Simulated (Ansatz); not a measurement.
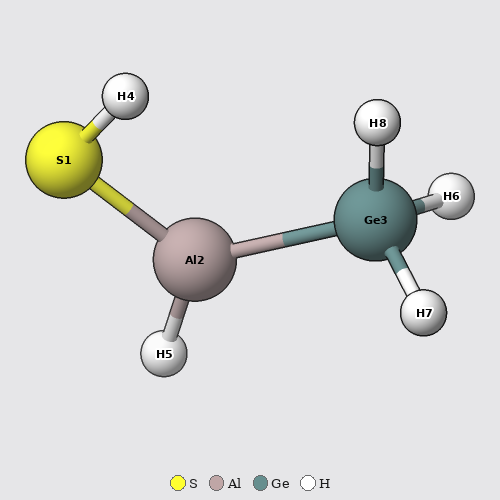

The system is AlGeH5S, SMILES [SH][AlH][GeH3]; the picture shows the reference structure. Coordinates scanned: (1) bond length S1–Al2; (2) dihedral H4–S1–Al2–Ge3. Nothing is relaxed (all other coordinates rigid). Grid: 7 × 8 points; 36 points were computed and 20 follow by symmetry. All energies are given in kcal/mol relative to the lowest grid point. All numbers below come from RKS PBE0-D4/def2-TZVP in Ansatz 0.2.0.

Its coordinates:

| atom | x (Å) | y (Å) | z (Å) |
| --- | --- | --- | --- |
| S | -1.9254 | 1.3188 | -1.4052 |
| Al | -0.0685 | 1.2474 | -0.2590 |
| Ge | 0.7303 | -0.9239 | 0.6068 |
| H | -2.1491 | -0.0031 | -1.3120 |
| H | 0.6594 | 2.6372 | -0.0563 |
| H | 0.8494 | -0.9187 | 2.1435 |
| H | 2.1243 | -1.2820 | 0.0554 |
| H | -0.2205 | -2.0757 | 0.2268 |

Range: bond length S1–Al2 from 1.834 to 2.838 Å; dihedral H4–S1–Al2–Ge3 from −180 to 135°.

### What landscape does the calculation give?

The lowest grid point is at bond length S1–Al2 = 2.169 Å, dihedral H4–S1–Al2–Ge3 = 0°. A higher local minimum lies near bond length S1–Al2 = 2.169 Å, dihedral H4–S1–Al2–Ge3 = −180° (0.32 kcal/mol above the lowest at that grid point). The highest grid point, bond length S1–Al2 = 1.834 Å, dihedral H4–S1–Al2–Ge3 = −90°, lies 45.2 kcal/mol above the lowest. On the interpolated surface the easiest way out of the lowest well to the well at bond length S1–Al2 = 2.169 Å, dihedral H4–S1–Al2–Ge3 = −180° passes a barrier of about 8 kcal/mol. Round the minimum the two coordinates are nearly uncoupled.

| dihedral H4–S1–Al2–Ge3 ↓, bond length S1–Al2 → | 1.834 | 2.001 | 2.169 | 2.336 | 2.503 | 2.671 | 2.838 |
| --- | --- | --- | --- | --- | --- | --- | --- |
| 135 | 38.7 | 11.9 | 4.1 | 6.3 | 13.6 | 23.1 | 33.1 |
| 90 | 45.2 | 17.2 | 8.3 | 9.7 | 16.2 | 25.1 | 34.6 |
| 45 | 38.5 | 11.7 | 3.9 | 6.2 | 13.4 | 23.0 | 33.0 |
| 0 | 32.8 | 6.9 | 0.0 | 3.0 | 11.0 | 21.0 | 31.5 |
| −45 | 38.5 | 11.7 | 3.9 | 6.2 | 13.4 | 23.0 | 33.0 |
| −90 | 45.2 | 17.2 | 8.3 | 9.7 | 16.2 | 25.1 | 34.6 |
| −135 | 38.7 | 11.9 | 4.1 | 6.3 | 13.6 | 23.1 | 33.1 |
| −180 | 33.2 | 7.3 | 0.3 | 3.3 | 11.2 | 21.2 | 31.6 |

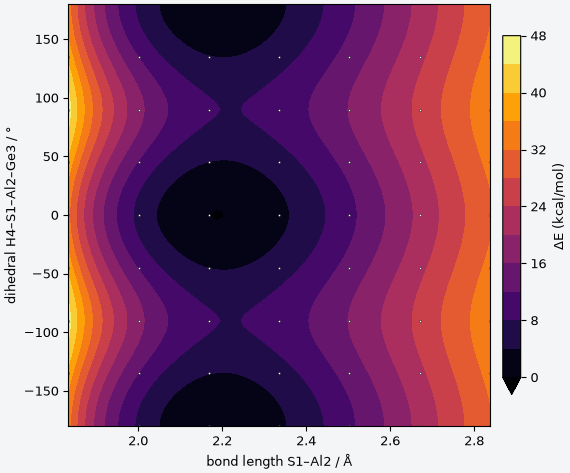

In the figure: filled contours, dots at the grid points. Between grid points the surface is interpolated.

Time for the 36 points that were run: 6.8 min on 1 thread of Arm Neoverse V2 (shared host).
